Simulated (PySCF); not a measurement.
## C$_{2}$H$_{7}$NOSi$_{2}$: one change and its effect

System: C$_{2}$H$_{7}$NOSi$_{2}$.
Method of run A: GIAO HF/pcSseg-1 NMR shielding, non-relativistic, gas phase (PySCF 2.14.0).

The geometry comes from this level: PBE0-D3(BJ)/def2-SVP. Text and figures count atoms from 1; the logs count them from 0 in places.

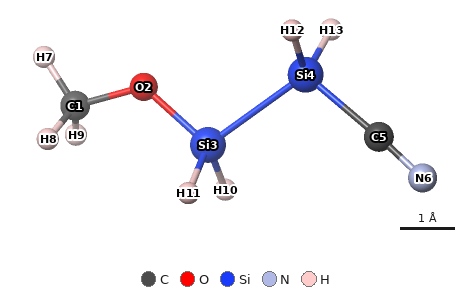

Figure 1. The structure (ball-and-stick view, seen at a tilt; atoms are numbered from 1 in the order of the input).

### Input file, run A
```
{"job": {"kind": "nmr", "xc": "HF", "basis": "pcSseg-1", "pop": false}, "charge": 0, "multiplicity": 1}
C     -2.671677    -0.144469     0.048553
O     -1.367810     0.370855    -0.018584
Si     0.013111    -0.556534     0.066571
Si     1.765823     0.981213    -0.153739
C      3.346442     0.006972    -0.019467
N      4.299376    -0.648445     0.072697
H     -3.383615     0.690511    -0.028548
H     -2.859286    -0.667641     1.004155
H     -2.879292    -0.848730    -0.778054
H      0.067324    -1.569921    -1.034430
H      0.113752    -1.276995     1.375025
H      1.785057     1.993442     0.939474
H      1.777807     1.654156    -1.483403
```

The first line tells a small driver script what to run in PySCF; the rest is the geometry in Å.

Command:
```bash
OMP_NUM_THREADS=1 python <driver script> task.json out
```

Hardware: 1 CPU thread, shared host.

### Output (run A)
```
final grid: 106072 points
cycle   1  E = -786.8071537546  dE =  4.291e-01  |g| = 6.917e-01  |ddm| = 3.115e+00
cycle   2  E = -786.8943199240  dE = -8.717e-02  |g| = 5.125e-01  |ddm| = 7.834e-01
cycle   3  E = -786.9458823278  dE = -5.156e-02  |g| = 9.013e-02  |ddm| = 3.371e-01
cycle   4  E = -786.9486252998  dE = -2.743e-03  |g| = 4.170e-02  |ddm| = 1.087e-01
cycle   5  E = -786.9490426520  dE = -4.174e-04  |g| = 8.760e-03  |ddm| = 4.033e-02
cycle   6  E = -786.9490723370  dE = -2.968e-05  |g| = 3.232e-03  |ddm| = 1.267e-02
cycle   7  E = -786.9490759856  dE = -3.649e-06  |g| = 9.033e-04  |ddm| = 5.212e-03
cycle   8  E = -786.9490762494  dE = -2.638e-07  |g| = 2.116e-04  |ddm| = 1.377e-03
cycle   9  E = -786.9490762644  dE = -1.503e-08  |g| = 4.822e-05  |ddm| = 3.311e-04
cycle  10  E = -786.9490762655  dE = -1.106e-09  |g| = 1.030e-05  |ddm| = 9.850e-05
cycle  11  E = -786.9490762656  dE = -8.049e-11  |g| = 3.702e-06  |ddm| = 2.370e-05
converged SCF energy = -786.9490762656

GIAO shielding tensors (ppm)
atom      isotropic    diamagn.    paramagn.     s11        s22        s33       span
  0 C      140.140     236.888     -96.749    115.944    116.319    188.156     72.212
  1 O      366.147     401.884     -35.736    328.166    370.319    399.957     71.791
  2 Si     418.562     877.357    -458.795    367.808    389.430    498.448    130.640
  3 Si     481.943     876.955    -395.012    475.354    480.942    489.533     14.180
  4 C       59.271     264.026    -204.755    -59.598    -59.207    296.619    356.216
  5 N     -123.933     335.263    -459.195   -332.889   -332.311    293.402    626.291
  6 H       27.972      27.002       0.971     23.497     25.583     34.837     11.341
  7 H       28.387      27.669       0.717     24.230     26.198     34.732     10.502
  8 H       28.383      27.672       0.711     24.221     26.201     34.728     10.507
  9 H       27.132      30.587      -3.455     23.983     26.133     31.280      7.298
 10 H       27.131      30.618      -3.487     23.961     26.133     31.298      7.338
 11 H       27.794      28.726      -0.932     24.335     26.324     32.722      8.387
 12 H       27.796      28.698      -0.902     24.343     26.306     32.740      8.397
```

Run B used a changed input.

### The two runs side by side

| quantity | run A | run B |
| --- | --- | --- |
| outcome | converged | converged |
| total energy (hartree) | −786.949076 | −789.405848 |
| HOMO (eV) | −11.44 | −8.30 |
| LUMO (eV) | 2.54 | −0.99 |
| dipole moment (D) | 4.59 | 4.41 |
| shielding of C1 (ppm) | 140.1 | 122.0 |
| shielding of O2 (ppm) | 366.1 | 336.5 |
| shielding of Si3 (ppm) | 418.6 | 359.5 |
| shielding of Si4 (ppm) | 481.9 | 440.8 |
| shielding of N6 (ppm) | −123.9 | −116.9 |
| shielding of H10 (ppm) | 27.1 | 26.3 |
| shielding of H11 (ppm) | 27.1 | 26.3 |
| SCF iterations | 11 | 14 |
| basis functions | 151 | 151 |
| wall time (shared host) | 7.7 s | 13 s |

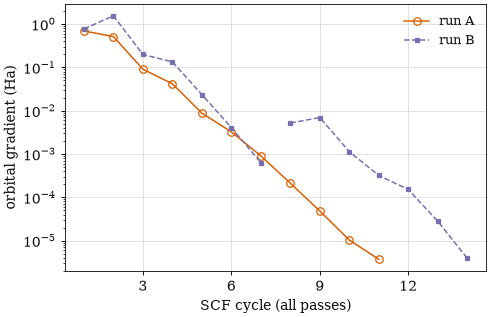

Figure 2. Convergence of the two runs: orbital gradient against the SCF cycle. A break in a curve parts two SCF passes (coarse and final grid). Run A takes 11 cycles in all, and run B takes 14.

Which change of the input explains these differences?

The change (lines with − go, lines with + come):
```diff
-"xc": "HF"
+"xc": "B3LYP"
```

The total energies belong to different methods, so their difference says nothing on which is more stable or more accurate. The HOMO goes from −11.44 to −8.30 eV. The LUMO goes from 2.54 to −0.99 eV. The dipole moment goes from 4.59 to 4.41 D. Of all shieldings, the largest change is that of Si3, by −59.0 ppm. The method changes from HF to B3LYP. The SCF takes 14 iterations against 11.

### Output (run B)
```
coarse grid: 11912 points
cycle   1  E = -789.2417967420  dE =  3.656e-01  |g| = 7.706e-01  |ddm| = 3.213e+00
cycle   2  E = -788.8713781373  dE =  3.704e-01  |g| = 1.545e+00  |ddm| = 2.069e+00
cycle   3  E = -789.3489938390  dE = -4.776e-01  |g| = 1.978e-01  |ddm| = 1.571e+00
cycle   4  E = -789.3537901059  dE = -4.796e-03  |g| = 1.335e-01  |ddm| = 1.646e-01
cycle   5  E = -789.3573998235  dE = -3.610e-03  |g| = 2.347e-02  |ddm| = 9.271e-02
cycle   6  E = -789.3575304957  dE = -1.307e-04  |g| = 4.051e-03  |ddm| = 2.488e-02
cycle   7  E = -789.3575347371  dE = -4.241e-06  |g| = 6.331e-04  |ddm| = 4.349e-03
final grid: 106072 points
cycle   8  E = -789.4058424013  dE = -1.264e-05  |g| = 5.165e-03  |ddm| = 1.314e-02
cycle   9  E = -789.4058385136  dE =  3.888e-06  |g| = 6.931e-03  |ddm| = 7.060e-03
cycle  10  E = -789.4058476365  dE = -9.123e-06  |g| = 1.132e-03  |ddm| = 4.364e-03
cycle  11  E = -789.4058478830  dE = -2.465e-07  |g| = 3.187e-04  |ddm| = 9.835e-04
cycle  12  E = -789.4058478998  dE = -1.681e-08  |g| = 1.515e-04  |ddm| = 2.444e-04
cycle  13  E = -789.4058479044  dE = -4.643e-09  |g| = 2.808e-05  |ddm| = 1.074e-04
cycle  14  E = -789.4058479046  dE = -1.746e-10  |g| = 3.919e-06  |ddm| = 2.939e-05
converged SCF energy = -789.4058479046

GIAO shielding tensors (ppm)
atom      isotropic    diamagn.    paramagn.     s11        s22        s33       span
  0 C      121.971     239.194    -117.224     92.911     94.068    178.932     86.021
  1 O      336.537     400.333     -63.796    290.105    347.074    372.432     82.327
  2 Si     359.513     880.823    -521.310    295.546    322.674    460.319    164.772
  3 Si     440.784     880.111    -439.327    436.117    438.373    447.861     11.743
  4 C       59.564     262.341    -202.777    -55.118    -54.913    288.724    343.842
  5 N     -116.896     337.444    -454.341   -323.645   -321.900    294.856    618.500
  6 H       27.529      27.080       0.450     23.450     25.201     33.937     10.487
  7 H       27.854      27.785       0.069     24.137     25.469     33.956      9.818
  8 H       27.851      27.793       0.058     24.124     25.480     33.948      9.825
  9 H       26.325      30.559      -4.235     23.443     25.248     30.282      6.839
 10 H       26.322      30.590      -4.267     23.409     25.252     30.306      6.897
 11 H       27.346      28.617      -1.271     24.074     25.975     31.990      7.917
 12 H       27.348      28.587      -1.239     24.076     25.958     32.010      7.934
```
